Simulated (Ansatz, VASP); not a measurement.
## Ir (linear Ir chain, spacing 2.521 A) in two plane-wave programs

Aim: how closely do two programs agree when they are given the same cell, functional and k mesh?

Main program and level: Ansatz 0.2.0; plane waves, with VASP 6.6.1 beside it; single point at PBE, DFT+U.

In doubt: warnings of the run leave room for a lower electronic state, so energies may not be the lowest and differences between runs may mislead.

## Step 1: The structure

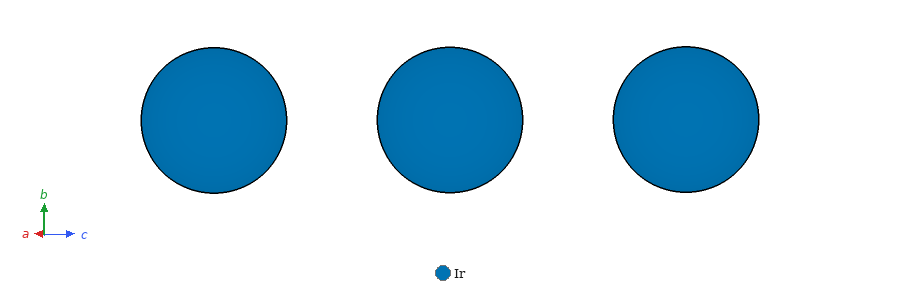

The starting structure, seen from the side, with the c axis across the page (iridium blue). Some periodic images of atoms are drawn too.

The cell holds 2 atoms: 2 Ir. Cell: a = 12.000 Å, b = 12.000 Å, c = 5.042 Å, α = 90.0°, β = 90.0°, γ = 90.0°. It derives from Ir (linear Ir chain, spacing 2.521 A), repeated 1×1×2. As first built, before any earlier steps moved the atoms: model lattice. Vacuum lies along a and b. The structure's axis is c.

## Step 2: VASP: single point, PBE, DFT+U

With cell and atoms fixed, the geometry can't cause a difference; cores, projectors, grids and the points listed under the comparison can.

Lines of VASP's logs that name or quote its potential files are left out, and so is its time.

Contents of INCAR:

```
SYSTEM = Ir
PREC = Normal
ENCUT = 350
EDIFF = 1E-06
NELM = 150
ISMEAR = 0
SIGMA = 0.05
LREAL = .FALSE.
ALGO = Normal
GGA = PE
NBANDS = 18
ISPIN = 2
MAGMOM = 0.6 -0.6
LDAU = .TRUE.
LDAUTYPE = 2
LDAUL = 2
LDAUU = 6
LDAUJ = 0
LDAUPRINT = 1
LASPH = .TRUE.
LMAXMIX = 4
LORBIT = 11
LWAVE = .FALSE.
LCHARG = .TRUE.
NCORE = 2
AMIX = 0.2
BMIX = 1E-04
AMIX_MAG = 0.8
BMIX_MAG = 1E-04
```

Contents of POSCAR:

```
Ir
1.0
   12.0000000000      0.0000000000      0.0000000000
    0.0000000000     12.0000000000      0.0000000000
    0.0000000000      0.0000000000      5.0420000000
Ir
2
Direct
    0.5000000000      0.5000000000      0.0000000000
    0.5000000000      0.5000000000      0.5000000000
```

Contents of KPOINTS:

```
Automatic mesh
0
Gamma
1 1 8
0 0 0
```

Potentials, in the order of the species: Ir (PBE family, release 64).

On the command line:

```
> mpirun -np 2 vasp_std
```

Numbers of over 12 decimals in the logs are rounded to 6 here.

What it wrote:

```text
[banner, memory and clock lines left out]
running    2 mpi-ranks, on    1 nodes
 distrk:  each k-point on    2 cores,    1 groups
 distr:  one band on    2 cores,    1 groups

 POSCAR found type information on POSCAR Ir
 POSCAR found :  1 types and       2 ions
 LDA part: xc-table for (Slater+PW92), standard interpolation
 POSCAR, INCAR and KPOINTS ok, starting setup
 FFT: planning ... GRIDC
 FFT: planning ... GRID_SOFT
 FFT: planning ... GRID
 WAVECAR not read
 entering main loop
       N       E                     dE             d eps       ncg     rms          rms(c)
DAV:   1     0.127383568229E+03    0.12738E+03   -0.32343E+03   360   0.445E+02
DAV:   2     0.226794609067E+02   -0.10470E+03   -0.90615E+02   644   0.920E+01
DAV:   3     0.302415336061E+01   -0.19655E+02   -0.18498E+02   432   0.629E+01
DAV:   4     0.263220629384E+01   -0.39195E+00   -0.38613E+00   388   0.150E+01
DAV:   5     0.262591996229E+01   -0.62863E-02   -0.62834E-02   396   0.117E+00    0.119E+01
DAV:   6     0.229464203503E+01   -0.33128E+00   -0.29729E-01   388   0.422E+00    0.848E+00
DAV:   7     0.103927723863E+01   -0.12554E+01   -0.25986E+00   374   0.123E+01    0.571E+00
DAV:   8     0.632107148733E+00   -0.40717E+00   -0.73998E-01   380   0.592E+00    0.670E+00
DAV:   9     0.450206105161E+00   -0.18190E+00   -0.17491E-01   416   0.304E+00    0.606E+00
DAV:  10     0.345548790649E+00   -0.10466E+00   -0.60786E-02   402   0.189E+00    0.478E+00
DAV:  11     0.237030880050E+00   -0.10852E+00   -0.93403E-02   412   0.246E+00    0.295E+00
DAV:  12     0.245217472765E+00    0.81866E-02   -0.38222E-02   378   0.149E+00    0.200E+00
DAV:  13     0.153063805423E+00   -0.92154E-01   -0.24411E-01   420   0.289E+00    0.139E+00
DAV:  14     0.151306311428E+00   -0.17575E-02   -0.55581E-03   360   0.490E-01    0.136E+00
[...]
DAV:  25     0.102105211407E+00    0.87740E-04   -0.53724E-04   402   0.156E-01    0.647E-02
DAV:  26     0.102046161588E+00   -0.59050E-04   -0.34414E-05   360   0.409E-02    0.502E-02
DAV:  27     0.102017934743E+00   -0.28227E-04   -0.18127E-05   368   0.292E-02    0.459E-02
DAV:  28     0.102004875709E+00   -0.13059E-04   -0.23644E-04   360   0.106E-01    0.722E-02
DAV:  29     0.101995746806E+00   -0.91289E-05   -0.86223E-06   360   0.223E-02    0.542E-02
DAV:  30     0.101987449322E+00   -0.82975E-05   -0.10224E-05   362   0.250E-02    0.286E-02
DAV:  31     0.101986211926E+00   -0.12374E-05   -0.27726E-06   378   0.859E-03    0.180E-02
DAV:  32     0.101985685611E+00   -0.52631E-06   -0.40118E-07   300   0.328E-03
   1 F= 0.10198569E+00 E0= 0.10760324E+00  d E =-.112351E-01  mag=     0.0000
```

From OUTCAR (step 2):

```text
ion  position               nearest neighbor table
   1  0.500  0.500  0.000-   2 2.52   2 2.52
   2  0.500  0.500  0.500-   1 2.52   1 2.52

  LATTYP: Found a simple tetragonal cell.
 ALAT       =    12.0000000000
 C/A-ratio  =     0.4201666667

 Subroutine GETGRP returns: Found 16 space group operations
 (whereof 16 operations were pure point group operations)

The static configuration has the point symmetry D_4h.

 Found      5 irreducible k-points:

   k-points           NKPTS =      5   k-points in BZ     NKDIM =      5   number of bands    NBANDS=     18

   dimension x,y,z NGX =    56 NGY =   56 NGZ =   24
   dimension x,y,z NGXF=   112 NGYF=  112 NGZF=   48

   ENCUT  =  350.0 eV  25.72 Ry    5.07 a.u.  18.31 18.31  7.69*2*pi/ulx,y,z

   NELECT =      18.0000    total number of electrons

 k-points in reciprocal lattice and weights: Automatic mesh
   0.00000000  0.00000000  0.00000000       0.125
   0.00000000  0.00000000  0.12500000       0.250
   0.00000000  0.00000000  0.25000000       0.250
   0.00000000  0.00000000  0.37500000       0.250
   0.00000000  0.00000000  0.50000000       0.125

atom =   1  type =  1  l = 2

 onsite density matrix

spin component  1

  1.0056 -0.0000 -0.0000 -0.0000 -0.0000
 -0.0000  0.9247 -0.0000 -0.0000  0.0000
 -0.0000 -0.0000  0.9917  0.0000  0.0000
 -0.0000 -0.0000  0.0000  0.9247 -0.0000
 -0.0000  0.0000  0.0000 -0.0000  1.0056

spin component  2

  0.9817  0.0000 -0.0000 -0.0000  0.0000
  0.0000  0.2822 -0.0000  0.0000 -0.0000
 -0.0000 -0.0000  0.1417 -0.0000  0.0000
 -0.0000  0.0000 -0.0000  0.2822 -0.0000
  0.0000 -0.0000  0.0000 -0.0000  0.9817

 occupancies and eigenvectors

  o =  0.1417  v =  0.0000  0.0000  0.0000  0.0000  0.0000  0.0000  0.0000 -1.0000  0.0000  0.0000      0.0000  0.0000  0.0000  0.0000  0.0000  0.0000  0.0000  0.0000  0.0000  0.0000
  o =  0.2822  v =  0.0000  0.0000  0.0000  0.0000  0.0000  0.0000 -0.0020 -0.0000 -1.0000  0.0000      0.0000  0.0000  0.0000  0.0000  0.0000  0.0000  0.0000  0.0000  0.0000  0.0000
  o =  0.2822  v =  0.0000  0.0000  0.0000  0.0000  0.0000  0.0000 -1.0000 -0.0000  0.0020 -0.0000      0.0000  0.0000  0.0000  0.0000  0.0000  0.0000  0.0000  0.0000  0.0000  0.0000
  o =  0.9247  v =  0.0000  1.0000  0.0000  0.0014 -0.0000  0.0000  0.0000  0.0000  0.0000  0.0000      0.0000  0.0000  0.0000  0.0000  0.0000  0.0000  0.0000  0.0000  0.0000  0.0000
  o =  0.9247  v =  0.0000 -0.0014 -0.0000  1.0000  0.0000  0.0000  0.0000  0.0000  0.0000  0.0000      0.0000  0.0000  0.0000  0.0000  0.0000  0.0000  0.0000  0.0000  0.0000  0.0000
  o =  0.9817  v =  0.0000  0.0000  0.0000  0.0000  0.0000  0.0000 -0.0000  0.0000 -0.0000  1.0000      0.0000  0.0000  0.0000  0.0000  0.0000  0.0000  0.0000  0.0000  0.0000  0.0000
  o =  0.9817  v =  0.0000  0.0000  0.0000  0.0000  0.0000  1.0000  0.0000  0.0000  0.0000  0.0000      0.0000  0.0000  0.0000  0.0000  0.0000  0.0000  0.0000  0.0000  0.0000  0.0000
  o =  0.9917  v =  0.0000  0.0000 -1.0000 -0.0000  0.0000  0.0000  0.0000  0.0000  0.0000  0.0000      0.0000  0.0000  0.0000  0.0000  0.0000  0.0000  0.0000  0.0000  0.0000  0.0000
  o =  1.0056  v =  0.0000  0.0000  0.0000 -0.0000  1.0000  0.0000  0.0000  0.0000  0.0000  0.0000      0.0000  0.0000  0.0000  0.0000  0.0000  0.0000  0.0000  0.0000  0.0000  0.0000
  o =  1.0056  v =  1.0000  0.0000  0.0000  0.0000  0.0000  0.0000  0.0000  0.0000  0.0000  0.0000      0.0000  0.0000  0.0000  0.0000  0.0000  0.0000  0.0000  0.0000  0.0000  0.0000

atom =   2  type =  1  l = 2

 onsite density matrix

spin component  1

  0.9817  0.0000 -0.0000 -0.0000 -0.0000
  0.0000  0.2822  0.0000 -0.0000 -0.0000
 -0.0000  0.0000  0.1417 -0.0000  0.0000
 -0.0000 -0.0000 -0.0000  0.2822  0.0000
 -0.0000 -0.0000  0.0000  0.0000  0.9817

spin component  2

  1.0056 -0.0000 -0.0000  0.0000 -0.0000
 -0.0000  0.9247 -0.0000  0.0000  0.0000
 -0.0000 -0.0000  0.9917  0.0000  0.0000
  0.0000  0.0000  0.0000  0.9247  0.0000
 -0.0000  0.0000  0.0000  0.0000  1.0056

 occupancies and eigenvectors

  o =  0.1417  v =  0.0000 -0.0000 -1.0000 -0.0000 -0.0000  0.0000  0.0000  0.0000  0.0000  0.0000      0.0000  0.0000  0.0000  0.0000  0.0000  0.0000  0.0000  0.0000  0.0000  0.0000
  o =  0.2822  v =  0.0000 -0.8353 -0.0000  0.5499  0.0000  0.0000  0.0000  0.0000  0.0000  0.0000      0.0000  0.0000  0.0000  0.0000  0.0000  0.0000  0.0000  0.0000  0.0000  0.0000
  o =  0.2822  v =  0.0000  0.5499 -0.0000  0.8353 -0.0000  0.0000  0.0000  0.0000  0.0000  0.0000      0.0000  0.0000  0.0000  0.0000  0.0000  0.0000  0.0000  0.0000  0.0000  0.0000
  o =  0.9247  v =  0.0000  0.0000  0.0000  0.0000  0.0000  0.0000 -0.9709 -0.0000  0.2396  0.0000      0.0000  0.0000  0.0000  0.0000  0.0000  0.0000  0.0000  0.0000  0.0000  0.0000
  o =  0.9247  v =  0.0000  0.0000  0.0000  0.0000  0.0000  0.0000 -0.2396 -0.0000 -0.9709  0.0000      0.0000  0.0000  0.0000  0.0000  0.0000  0.0000  0.0000  0.0000  0.0000  0.0000
  o =  0.9817  v =  0.0000 -0.0000  0.0000  0.0000 -1.0000  0.0000  0.0000  0.0000  0.0000  0.0000      0.0000  0.0000  0.0000  0.0000  0.0000  0.0000  0.0000  0.0000  0.0000  0.0000
  o =  0.9817  v =  1.0000  0.0000  0.0000  0.0000  0.0000  0.0000  0.0000  0.0000  0.0000  0.0000      0.0000  0.0000  0.0000  0.0000  0.0000  0.0000  0.0000  0.0000  0.0000  0.0000
  o =  0.9917  v =  0.0000  0.0000  0.0000  0.0000  0.0000  0.0000 -0.0000  1.0000 -0.0000 -0.0000      0.0000  0.0000  0.0000  0.0000  0.0000  0.0000  0.0000  0.0000  0.0000  0.0000
  o =  1.0056  v =  0.0000  0.0000  0.0000  0.0000  0.0000  0.0000 -0.0000 -0.0000 -0.0000 -1.0000      0.0000  0.0000  0.0000  0.0000  0.0000  0.0000  0.0000  0.0000  0.0000  0.0000
  o =  1.0056  v =  0.0000  0.0000  0.0000  0.0000  0.0000  1.0000  0.0000  0.0000  0.0000  0.0000      0.0000  0.0000  0.0000  0.0000  0.0000  0.0000  0.0000  0.0000  0.0000  0.0000

 average (electrostatic) potential at core
       1 -62.4371       2 -62.4371

 E-fermi :  -4.4499

 spin component 1
 k-point     1 :       0.0000    0.0000    0.0000
  band No.  band energies     occupation
    ...
      4      -8.4471      1.00000
      5      -8.4470      1.00000
      6      -7.0196      1.00000
      7      -7.0195      1.00000
      8      -6.9988      1.00000
      9      -3.3562      0.00000
     10      -3.2296      0.00000
     11      -3.2296      0.00000
     12      -1.6419      0.00000
     13      -1.6419      0.00000
    ...

 k-point     2 :       0.0000    0.0000    0.1250
  band No.  band energies     occupation
    ...
      4      -8.4317      1.00000
      5      -8.4316      1.00000
      6      -7.0395      1.00000
      7      -7.0393      1.00000
      8      -6.9557      1.00000
      9      -3.5144      0.00000
     10      -3.5144      0.00000
     11      -3.4193      0.00000
     12      -1.5437      0.00000
     13      -1.3615      0.00000
    ...

 k-point     3 :       0.0000    0.0000    0.2500
  band No.  band energies     occupation
    ...
      4      -8.3926      1.00000
      5      -8.3925      1.00000
      6      -7.0894      1.00000
      7      -7.0892      1.00000
      8      -6.8185      1.00000
      9      -4.0394      0.00000
     10      -4.0394      0.00000
     11      -3.6260      0.00000
     12      -3.1238      0.00000
     13      -0.7911      0.00000
    ...

 k-point     4 :       0.0000    0.0000    0.3750
  band No.  band energies     occupation
    ...
      7      -7.1421      1.00000
      8      -6.5340      1.00000
      9      -4.8050      1.00000
     10      -4.4738      0.75000
     11      -4.4738      0.75000
     12      -3.6454      0.00000
     13      -0.1129      0.00000
     14      -0.1129      0.00000
     15       1.1296      0.00000
     16       1.5565      0.00000
    ...

 k-point     5 :       0.0000    0.0000    0.5000
  band No.  band energies     occupation
    ...
      7      -7.1652      1.00000
      8      -5.9347      1.00000
      9      -5.9174      1.00000
     10      -4.6414      1.00000
     11      -4.6414      1.00000
     12      -3.7161      0.00000
     13       0.6442      0.00000
     14       0.6442      0.00000
     15       0.6840      0.00000
     16       0.6840      0.00000
    ...

 spin component 2
 k-point     1 :       0.0000    0.0000    0.0000
  band No.  band energies     occupation
    ...
      4      -8.4471      1.00000
      5      -8.4470      1.00000
      6      -7.0196      1.00000
      7      -7.0195      1.00000
      8      -6.9988      1.00000
      9      -3.3562      0.00000
     10      -3.2296      0.00000
     11      -3.2296      0.00000
     12      -1.6419      0.00000
     13      -1.6419      0.00000
    ...

  Total       -0.0694650     -0.0694650      0.0014550      0.0000000      0.0000000     -0.0000000
  in kB       -0.1532890     -0.1532890      0.0032108      0.0000000      0.0000000     -0.0000000
  external PRESSURE =      -0.1011224 kB  Pullay stress =       0.0000000 kB

  energy-cutoff  :      350.00
  volume of cell :      726.05
      direct lattice vectors                 reciprocal lattice vectors
    12.000000000  0.000000000  0.000000000     0.083333333  0.000000000  0.000000000
     0.000000000 12.000000000  0.000000000     0.000000000  0.083333333  0.000000000
     0.000000000  0.000000000  5.042000000     0.000000000  0.000000000  0.198333994

 POSITION                                       TOTAL-FORCE (eV/Angst)
 -----------------------------------------------------------------------------------
      6.00000      6.00000      0.00000         0.000000      0.000000      0.000000
      6.00000      6.00000      2.52100         0.000000      0.000000     -0.000000
 -----------------------------------------------------------------------------------
    total drift:                                0.000000      0.000000      0.000000

  FREE ENERGIE OF THE ION-ELECTRON SYSTEM (eV)
  ---------------------------------------------------
  free  energy   TOTEN  =         0.1019856856 eV

  energy  without entropy=        0.1132207868  energy(sigma->0) =        0.10760324

 total charge
# of ion       s       p       d       tot
------------------------------------------
    1        0.704   0.194   7.447   8.345
    2        0.704   0.194   7.447   8.345
--------------------------------------------------
tot          1.407   0.388  14.895  16.690

 magnetization (x)
# of ion       s       p       d       tot
------------------------------------------
    1        0.148   0.022   2.154   2.324
    2       -0.148  -0.022  -2.154  -2.324
--------------------------------------------------
tot         -0.000   0.000   0.000  -0.000
```

[end of part 1 of 2]

[Lines on the potential files, build, host, timing and source positions are cut from VASP's logs without a mark.]

[Logs are printed without paths, hosts, clocks, repeated set-up lines and the standing remarks that a program may print on its own settings, such as how far it seeks lower states.]

[Hosts, paths, dates, database ids (printed as entryN), source tags and the programs' standing remarks are cut or masked in the printed files.]
